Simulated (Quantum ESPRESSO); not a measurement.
# La2Fe2Se2O3: parallel and opposed starts, part 2 of 2

Wanted: the moments of La2Fe2Se2O3 and the energy of each order that was tried.

Quantum ESPRESSO 7.5; LDA with U = 4.5 eV on Fe d (ortho-atomic projectors); plane waves with GBRV 1.5 LDA potentials, no spin-orbit coupling.

So far, absolute magnetization (μB): step 2 (run 1 (ferro ++)) 8.03.

**3. Start 2: antiferro +−**

The input, pw.in:

```
&CONTROL
  calculation = 'scf'
  prefix = 'pwscf'
  outdir = './tmp'
  pseudo_dir = './pseudo'
  disk_io = 'nowf'
/
&SYSTEM
  ibrav = 0
  nat = 9
  ntyp = 5
  ecutwfc = 40
  ecutrho = 280
  nbnd = 55
  occupations = 'smearing'
  smearing = 'fd'
  degauss = 0.00367493
  nspin = 2
  starting_magnetization(1) = 0
  starting_magnetization(2) = 0.25
  starting_magnetization(3) = -0.25
  starting_magnetization(4) = 0
  starting_magnetization(5) = 0
/
&ELECTRONS
  conv_thr = 1.8d-08
  electron_maxstep = 150
  mixing_beta = 0.3
/
ATOMIC_SPECIES
La    138.9055 la_lda_v1.uspp.F.UPF
Fe1    55.8450 fe_lda_v1.5.uspp.F.UPF
Fe2    55.8450 fe_lda_v1.5.uspp.F.UPF
Se     78.9710 se_lda_v1.uspp.F.UPF
O      15.9990 o_lda_v1.2.uspp.F.UPF
CELL_PARAMETERS angstrom
  -2.0608245057    2.0608395062    9.4894935136
   2.0608245057   -2.0608395062    9.4894935136
   2.0608245057    2.0608395062   -9.4894935136
ATOMIC_POSITIONS crystal
La      0.3136675000    0.3136675000    0.0000000000
La      0.6863325000    0.6863325000    0.0000000000
Fe1     0.0000000000    0.5000000000    0.5000000000
Fe2     0.5000000000    0.0000000000    0.5000000000
Se      0.9021490000    0.9021490000    0.0000000000
Se      0.0978510000    0.0978510000    0.0000000000
O       0.5000000000    0.5000000000    0.0000000000
O       0.2500010000    0.7500010000    0.5000000000
O       0.7499990000    0.2499990000    0.5000000000
K_POINTS automatic
6 6 6 0 0 0
HUBBARD {ortho-atomic}
U Fe1-3d 4.5000
U Fe2-3d 4.5000
```

Run with:

```bash
> OMP_NUM_THREADS=1 mpirun -n 4 pw.x -nk 4 -in pw.in > pw.out
```

The log of the run:

```text
[banner, memory and clock lines left out]
Program PWSCF v.7.5 starts

     Message from routine setup:
     using ibrav=0 with symmetry is DISCOURAGED, use correct ibrav instead

     bravais-lattice index     =            0
     lattice parameter (alat)  =      18.7592  a.u.
     unit-cell volume          =    1087.8896 (a.u.)^3
     number of atoms/cell      =            9
     number of atomic types    =            5
     number of electrons       =        84.00
     number of Kohn-Sham states=           55
     kinetic-energy cutoff     =      40.0000  Ry
     charge density cutoff     =     280.0000  Ry
     scf convergence threshold =      1.8E-08
     mixing beta               =       0.3000
     number of iterations used =            8  plain     mixing
     Exchange-correlation= SLA  PZ   NOGX NOGC
                           (   1   1   0   0   0   0   0)
     Hubbard projectors: ortho-atomic
     Hubbard parameters of DFT+U (Dudarev formulation) in eV:
     U(Fe1-3d) =  4.5000
     U(Fe2-3d) =  4.5000

     Internal variables: lda_plus_u =T, lda_plus_u_kind = 0

     Internal variables: orbital_resolved =F, hub_pot_fix =F, apply_U = F

     celldm(1)=  18.759237  celldm(2)=   0.000000  celldm(3)=   0.000000
     celldm(4)=   0.000000  celldm(5)=   0.000000  celldm(6)=   0.000000

     crystal axes: (cart. coord. in units of alat)
               a(1) = (  -0.207599   0.207600   0.955931 )
               a(2) = (   0.207599  -0.207600   0.955931 )
               a(3) = (   0.207599   0.207600  -0.955931 )

     reciprocal axes: (cart. coord. in units 2 pi/alat)
               b(1) = ( -0.000000  2.408475  0.523050 )
               b(2) = (  2.408492  0.000000  0.523050 )
               b(3) = (  2.408492  2.408475  0.000000 )

     PseudoPot. # 1 for La read from file:
     la_lda_v1.uspp.F.UPF
     Pseudo is Ultrasoft + core correction, Zval = 11.0

     PseudoPot. # 2 for Fe read from file:
     fe_lda_v1.5.uspp.F.UPF
     Pseudo is Ultrasoft + core correction, Zval = 16.0

     PseudoPot. # 3 for Fe read from file:
     fe_lda_v1.5.uspp.F.UPF
     Pseudo is Ultrasoft + core correction, Zval = 16.0

     PseudoPot. # 4 for Se read from file:
     se_lda_v1.uspp.F.UPF
     Pseudo is Ultrasoft + core correction, Zval =  6.0

     PseudoPot. # 5 for O  read from file:
     o_lda_v1.2.uspp.F.UPF
     Pseudo is Ultrasoft + core correction, Zval =  6.0

     atomic species   valence    mass     pseudopotential
     La               11.00   138.90550     La( 1.00)
     Fe1              16.00    55.84500     Fe( 1.00)
     Fe2              16.00    55.84500     Fe( 1.00)
     Se                6.00    78.97100     Se( 1.00)
     O                 6.00    15.99900     O ( 1.00)

     Starting magnetic structure
     atomic species   magnetization
     La              0.000
     Fe1             0.250
     Fe2            -0.250
     Se              0.000
     O               0.000

      8 Sym. Ops., with inversion, found

   Cartesian axes

     site n.     atom                  positions (alat units)
         1        La     tau(   1) = (   0.0000000  -0.0000000   0.5996892  )
         2        La     tau(   2) = (   0.0000000   0.0000000   1.3121736  )
         3        Fe1    tau(   3) = (   0.2075987   0.0000000   0.0000000  )
         4        Fe2    tau(   4) = (   0.0000000   0.2076003   0.0000000  )
         5        Se     tau(   5) = (  -0.0000000   0.0000000   1.7247852  )
         6        Se     tau(   6) = (   0.0000000   0.0000000   0.1870777  )
         7        O      tau(   7) = (   0.0000000   0.0000000   0.9559314  )
         8        O      tau(   8) = (   0.2075987  -0.0000000   0.4779676  )
         9        O      tau(   9) = (   0.0000000   0.2076003   0.4779638  )

     number of k points=    46  Fermi-Dirac smearing, width (Ry)=  0.0037
                       cart. coord. in units 2pi/alat
        k(    1) = (   0.0000000   0.0000000   0.0000000), wk =   0.0046296
        k(    2) = (   0.4014154   0.4014125   0.0000000), wk =   0.0185185
        k(    3) = (   0.8028308   0.8028250   0.0000000), wk =   0.0185185
        k(    4) = (  -1.2042462  -1.2042375   0.0000000), wk =   0.0092593
        k(    5) = (   0.4014154   0.0000000   0.0871750), wk =   0.0185185
        [... 41 further k-points ...]

     Dense  grid:    86063 G-vectors     FFT dimensions: ( 100, 100, 100)

     Smooth grid:    37233 G-vectors     FFT dimensions: (  75,  75,  75)

     Check: negative core charge=   -0.000014
     Generating pointlists ...
     new r_m :   0.0993 (alat units)  1.8622 (a.u.) for type    1
     new r_m :   0.0856 (alat units)  1.6064 (a.u.) for type    2
     new r_m :   0.0856 (alat units)  1.6064 (a.u.) for type    3
     new r_m :   0.1153 (alat units)  2.1625 (a.u.) for type    4
     new r_m :   0.0856 (alat units)  1.6064 (a.u.) for type    5

     Initial potential from superposition of free atoms

     starting charge      81.9426, renormalised to      84.0000

     negative rho (up, down):  8.550E-02 8.550E-02

     STARTING HUBBARD OCCUPATIONS:

     =================== HUBBARD OCCUPATIONS ===================
     ------------------------ ATOM    3 ------------------------
     Tr[ns(  3)] (up, down, total) =   5.00000  0.00000  5.00000
     Atomic magnetic moment for atom   3 =   5.00000
     [... lines left out ...]
     ------------------------ ATOM    4 ------------------------
     Tr[ns(  4)] (up, down, total) =   0.00000  5.00000  5.00000
     Atomic magnetic moment for atom   4 =  -5.00000
     [... lines left out ...]
     Number of occupied Hubbard levels =   10.0000

     Atomic wfc used for Hubbard projectors are orthogonalized

     Starting wfcs are   86 randomized atomic wfcs

     Self-consistent Calculation

     iteration #  1     ecut=    40.00 Ry     beta= 0.30
     Davidson diagonalization with overlap
     ethr =  1.00E-02,  avg # of iterations =  4.6

     =================== HUBBARD OCCUPATIONS ===================
     ------------------------ ATOM    3 ------------------------
     Tr[ns(  3)] (up, down, total) =   4.96364  4.30058  9.26422
     Atomic magnetic moment for atom   3 =   0.66305
     [... lines left out ...]
     ------------------------ ATOM    4 ------------------------
     Tr[ns(  4)] (up, down, total) =   4.30086  4.96361  9.26448
     Atomic magnetic moment for atom   4 =  -0.66275
     [... lines left out ...]
     Number of occupied Hubbard levels =   18.5287

     negative rho (up, down):  8.348E-02 8.348E-02

     total energy              =    -866.11798066 Ry
     estimated scf accuracy    <      51.84330126 Ry

     total magnetization       =     0.00 Bohr mag/cell
     absolute magnetization    =     2.07 Bohr mag/cell

     iteration #  2     ecut=    40.00 Ry     beta= 0.30
     Davidson diagonalization with overlap
     ethr =  1.00E-02,  avg # of iterations =  7.4

     negative rho (up, down):  1.688E-04 1.671E-04

     total energy              =    -861.12887549 Ry
     estimated scf accuracy    <     673.51724029 Ry

     total magnetization       =    -0.00 Bohr mag/cell
     absolute magnetization    =     0.16 Bohr mag/cell

     [... further iterations left out ...]

     iteration # 24     ecut=    40.00 Ry     beta= 0.30
     Davidson diagonalization with overlap
     ethr =  6.80E-11,  avg # of iterations =  4.4

     negative rho (up, down):  6.195E-02 6.195E-02

     total energy              =    -888.88579058 Ry
     estimated scf accuracy    <       0.00000006 Ry

     total magnetization       =    -0.00 Bohr mag/cell
     absolute magnetization    =     7.50 Bohr mag/cell

     iteration # 25     ecut=    40.00 Ry     beta= 0.30
     Davidson diagonalization with overlap
     ethr =  6.71E-11,  avg # of iterations =  3.9

     negative rho (up, down):  6.194E-02 6.194E-02

     Magnetic moment per site  (integrated on atomic sphere of radius R)
     atom   1 (R=0.099)  charge=  6.2450  magn=  0.0000
     atom   2 (R=0.099)  charge=  6.2450  magn=  0.0000
     atom   3 (R=0.086)  charge= 13.3184  magn=  3.3235
     atom   4 (R=0.086)  charge= 13.3184  magn= -3.3235
     atom   5 (R=0.115)  charge=  4.4818  magn=  0.0000
     atom   6 (R=0.115)  charge=  4.4818  magn=  0.0000
     atom   7 (R=0.086)  charge=  5.5929  magn=  0.0000
     atom   8 (R=0.086)  charge=  5.6017  magn= -0.0000
     atom   9 (R=0.086)  charge=  5.6017  magn= -0.0000

     End of self-consistent calculation

     =================== HUBBARD OCCUPATIONS ===================
     ------------------------ ATOM    3 ------------------------
     Tr[ns(  3)] (up, down, total) =   4.91556  1.26552  6.18108
     Atomic magnetic moment for atom   3 =   3.65005
     [... lines left out ...]
     ------------------------ ATOM    4 ------------------------
     Tr[ns(  4)] (up, down, total) =   1.26552  4.91556  6.18109
     Atomic magnetic moment for atom   4 =  -3.65004
     [... lines left out ...]
     Number of occupied Hubbard levels =   12.3622

     [... lines left out ...]
     the Fermi energy is    10.4595 ev

!    total energy              =    -888.88579060 Ry
     estimated scf accuracy    <          5.5E-09 Ry
     smearing contrib. (-TS)   =      -0.00000000 Ry
     internal energy E=F+TS    =    -888.88579060 Ry

     The total energy is F=E-TS. E is the sum of the following terms:
     one-electron contribution =    -515.26609919 Ry
     hartree contribution      =     298.69809287 Ry
     xc contribution           =    -235.94302804 Ry
     ewald contribution        =    -436.51488864 Ry
     Hubbard energy            =       0.14013241 Ry

     total magnetization       =    -0.00 Bohr mag/cell
     absolute magnetization    =     7.50 Bohr mag/cell

     convergence has been achieved in  25 iterations
```

The job ended after 9.7 min (4 MPI ranks of AMD EPYC 9R14 (Zen 4), shared host; peak memory 2.1 GiB).

Spin moment in the atom's sphere by atom:

| atom | spin moment in the atom's sphere (μB) |
| --- | --- |
| La1 | 0.00 |
| La2 | 0.00 |
| Fe3 | 3.32 |
| Fe4 | -3.32 |
| Se5 | 0.00 |
| Se6 | 0.00 |
| O7 | 0.00 |
| O8 | 0.00 |
| O9 | 0.00 |

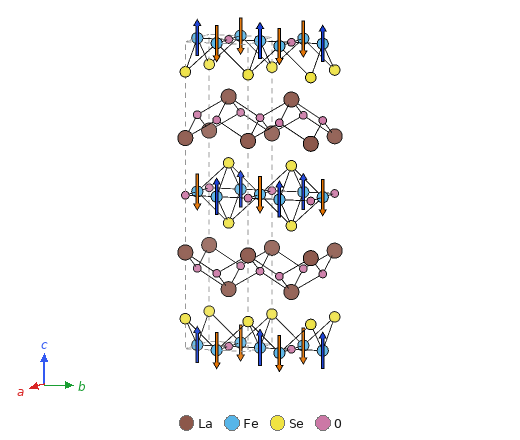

Spin moment in the atom's sphere as arrows, the longest 3.32 μB. Up and down stand for the sign. Arrows give size and sign along the axis of quantisation, drawn up and down the page. The two directions have two colours. 1×2×1 conventional cells are drawn. Some periodic images of atoms are drawn too.

Numbers from this step:

| Quantity | Value |
| --- | --- |
| smearing term TS | 8.96e-11 eV |
| magnetization | 0 μB |
| absolute magnetization | 7.501 μB |
| final state | antiferromagnetic |

**4. Ranking**

An order is kept where moments of 0.15 μB or more survive with the typed signs; meshes match where a doubled cell samples the same k points as the first cell.

Orders:

```csv
start,final state,typed order kept,energy over the lowest (meV a seeded atom),largest site moment (μB),net moment (μB a cell of the first run),mesh matched,CPU time (s)
ferro ++,ferromagnetic,yes,46.65,3.351,8,yes,2209
antiferro +-,antiferromagnetic,yes,0,3.324,0,yes,2317
```

**5. Occupations of the corrected shells in the lowest state**

Occupations of the Hubbard shells:

```
block  type  shell  spin  electrons             occupation numbers
    3   Fe1     3d    up      4.916  0.976 0.979 0.981 0.987 0.992
    3   Fe1     3d  down      1.266  0.041 0.044 0.099 0.137 0.945
    4   Fe2     3d    up      1.266  0.041 0.044 0.099 0.137 0.945
    4   Fe2     3d  down      4.916  0.976 0.979 0.981 0.987 0.992
```

**6. What came out**

```yaml
lowest_state_found: antiferromagnetic (from antiferro +-)
largest_site_moment: 3.32 μB
next_state_with_moments: ferromagnetic, 46.7 meV a seeded atom higher
```

Only these 2 starts were compared; other wavevectors, canted and longer-period orders were not.

[Logs and program files are shortened in this print: banners, set-up blocks, solver, clock and traceback lines can be left out without a mark of their own.]

[Logs are printed without paths, hosts, clocks, repeated set-up lines and the standing remarks that a program may print on its own settings, such as how far it seeks lower states.]

[Hosts, paths, dates, database ids (printed as entryN), source tags and the programs' standing remarks are cut or masked in the printed files.]

[Where a cell is said to come from a database of computed structures, the database is the Materials Project.]
